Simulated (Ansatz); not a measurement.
ClH2O2Si (charge −1)

```xyz
6

Cl   -4.4555    4.4417    0.4457
O    -4.2423    1.5989   -0.9122
O    -2.0051    2.6429    0.3626
Si   -3.3727    2.8689   -0.6278
H    -2.8196    3.6899   -1.7531
H    -2.1243    1.8247    0.8539
```

Geometry: PBE0-D3(BJ)/def2-SVPD.

Computed with isolated molecule in a Gaussian basis; Kohn-Sham density functional theory, functional PBE0 (Ansatz 0.2.0).

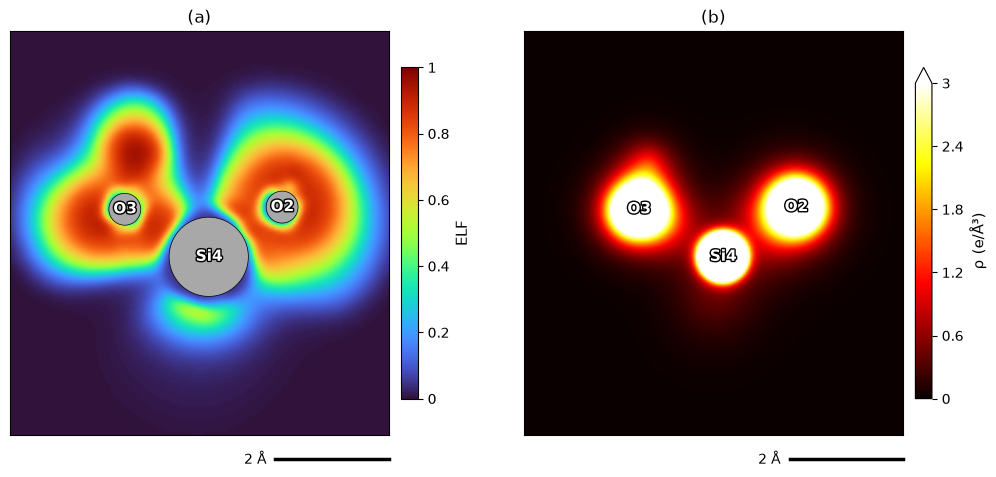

Figure 1. (a) electron localisation function; (b) total electron density on the plane of atoms O2, Si4 and O3. Grey discs cover the atomic cores in the ELF map.

Interpret the plot.

Answer. The plane passes through O and Si nuclei.
Si–O (1.57 Å): the density is about 1.4 e/Å³ at the midpoint; the ELF peaks at about 0.85 between the atoms, as expected for a short, strongly polar bond.
Si–O (1.70 Å): the density is about 1.1 e/Å³ at the midpoint; the ELF peaks at about 0.90 between the atoms; a polar covalent bond.
The ELF also peaks beside O3 and O2, away from the bonds: lone-pair regions.

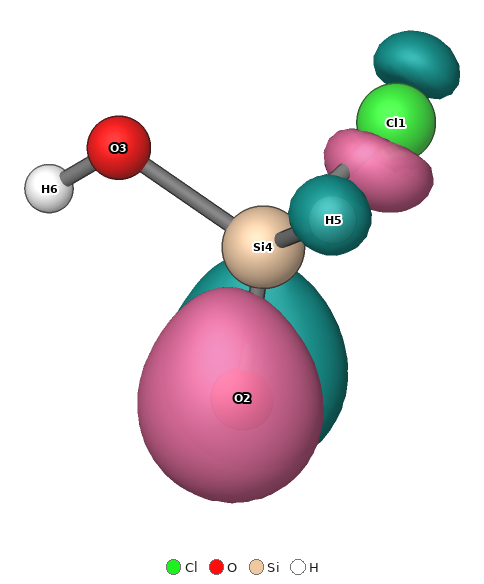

Figure 2. The HOMO at ±0.15 Å⁻³ᐟ² (teal and pink are the two phases), seen at a tilt.

Describe this orbital and give its energy.

Answer. By Hirshfeld shares it lies mainly on O2 (about 75 %), Si4 (about 15 %) and Cl1 (about 5 %); largely a lone pair of O2. Its energy is −2.38 eV.

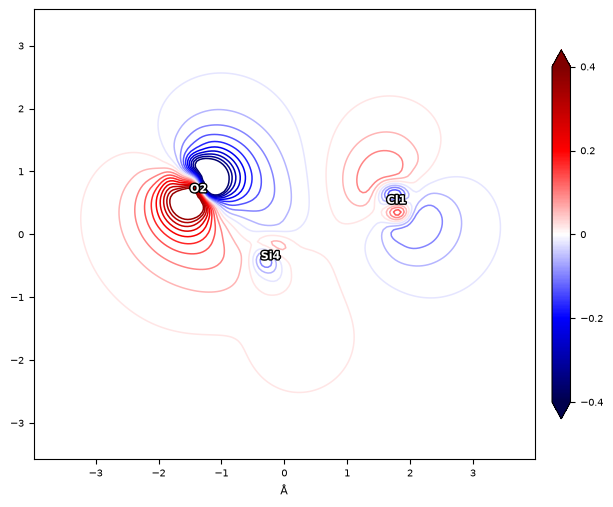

Figure 3. The HOMO−1 on the plane of atoms Cl1, Si4 and O2 (values in Å⁻³ᐟ²; the overall sign is arbitrary).

Where does this orbital lie, and at what energy?

Answer. Its weight (Hirshfeld) is mainly on O2 (about 75 %); largely a lone pair of O2. Its energy is −2.42 eV.
